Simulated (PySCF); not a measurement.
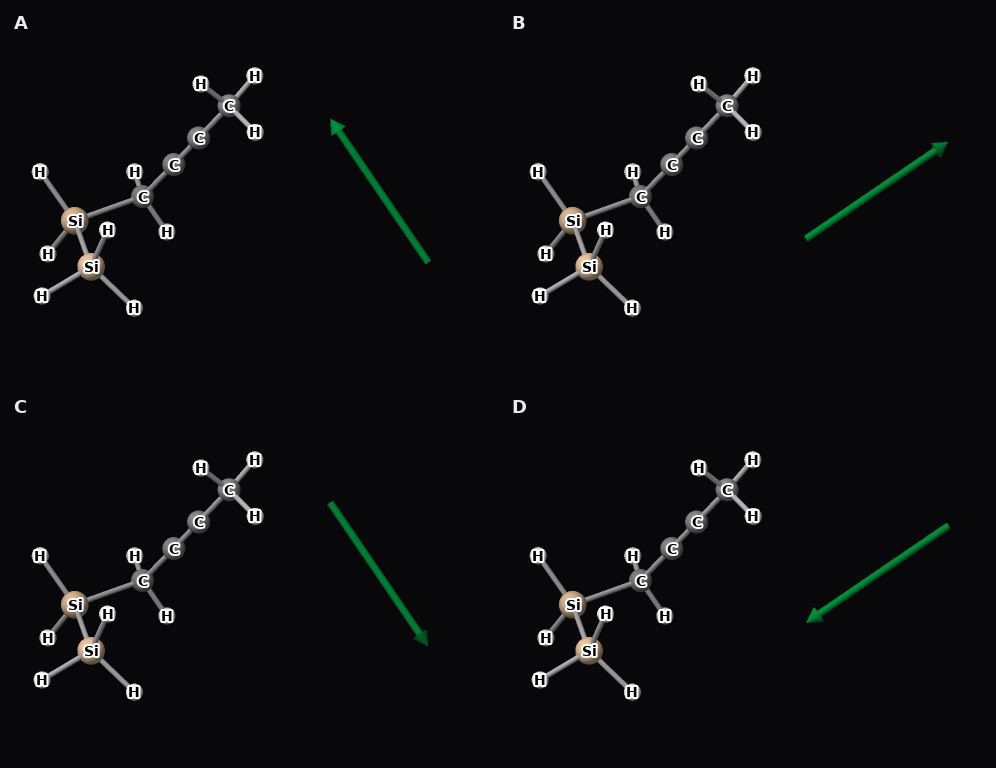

The same molecule four times, each with an arrow. The computed structure is the end point of a GFN2-xTB optimisation. No frequency run is at hand to confirm it as a minimum. Method: PBE0/def2-SVPD, gas phase (PySCF 2.14.0).

**Which arrow points along the dipole moment, from the negative to the positive end?**

B. The dipole moment is 0.55 D.

The geometry is semi-empirical. Around Si such bond lengths and angles can be off by a tenth of an ångström or more and by several degrees, and values that hang on the shape move with them.
